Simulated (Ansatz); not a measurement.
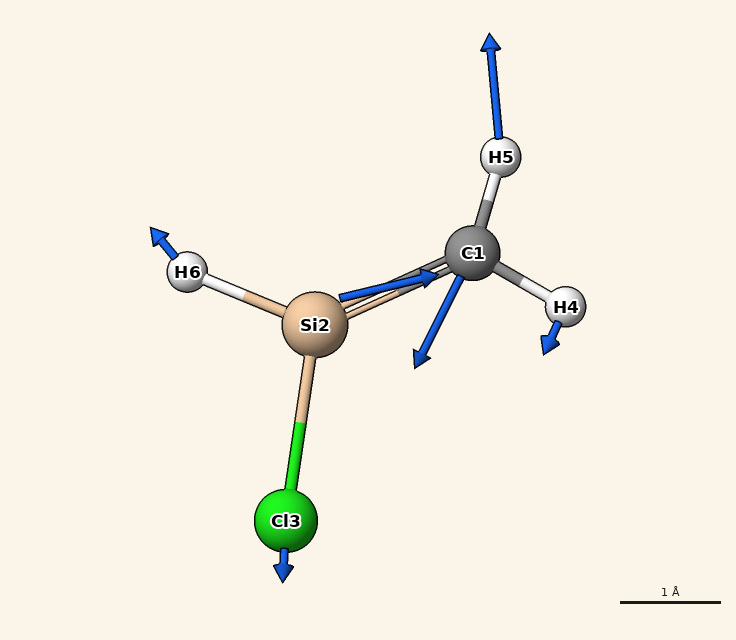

Arrows show the forces on the atoms, 0.5 Å of arrow for 1 eV/Å; forces under a tenth of the largest aren't drawn. Level of theory: revPBE-D4/def2-TZVPP (Ansatz 0.2.0).

List the force components in the frame of the picture (x right, y up, z towards the viewer), in eV/Å.

```json
{"atom": "C1", "Fx": "−0.95", "Fy": "−1.89", "Fz": "−0.03"}
{"atom": "Si2", "Fx": "2.02", "Fy": "0.49", "Fz": "0.16"}
{"atom": "Cl3", "Fx": "−0.04", "Fy": "−0.71", "Fz": "0.19"}
{"atom": "H4", "Fx": "−0.31", "Fy": "−0.67", "Fz": "0.30"}
{"atom": "H5", "Fx": "−0.20", "Fy": "2.15", "Fz": "−0.48"}
{"atom": "H6", "Fx": "−0.52", "Fy": "0.63", "Fz": "−0.14"}
```
